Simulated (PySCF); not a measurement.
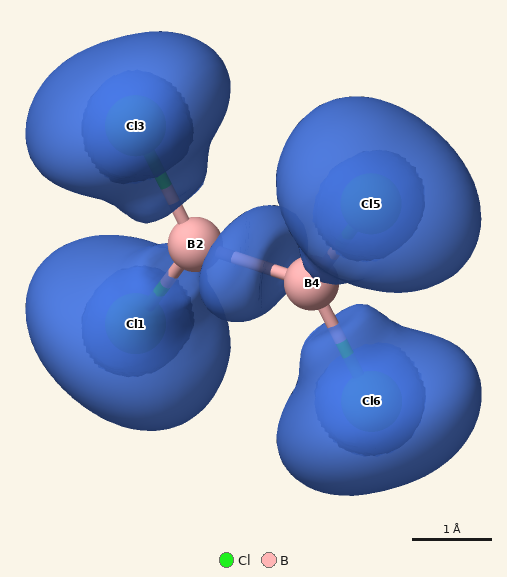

The picture shows: B$_{2}$Cl$_{4}$ (Diboron tetrachloride). Isosurface of the electron localisation function at 0.75 (blue), seen at a tilt. Core shells and regions of very low density are left out.

Geometry: PBE0-D3(BJ)/def2-SVP.

Theory: PBE0/pcSseg-1, SCF density, in a benzene solvent model, non-relativistic (PySCF).

```xyz
6

Cl    1.7330    1.4749   -0.1380
B     0.8276   -0.0119   -0.0312
Cl    1.6930   -1.5258    0.0142
B    -0.8927    0.0144    0.0278
Cl   -1.7966   -1.4729    0.1394
Cl   -1.7598    1.5272   -0.0224
```

What do the ELF domains correspond to?

Answer. The ELF exceeds this value in one region between bonded B–B atoms (shared pairs) and four regions on Cl in which the atom's valence shell and bonds are merged.

Values along the shortest contacts:
B–B (1.72 Å): the ELF peaks at about 1 between the atoms (a shared electron pair). B–Cl (1.74 Å): the ELF peaks at about 0.90 between the atoms, as expected for a polar covalent bond.
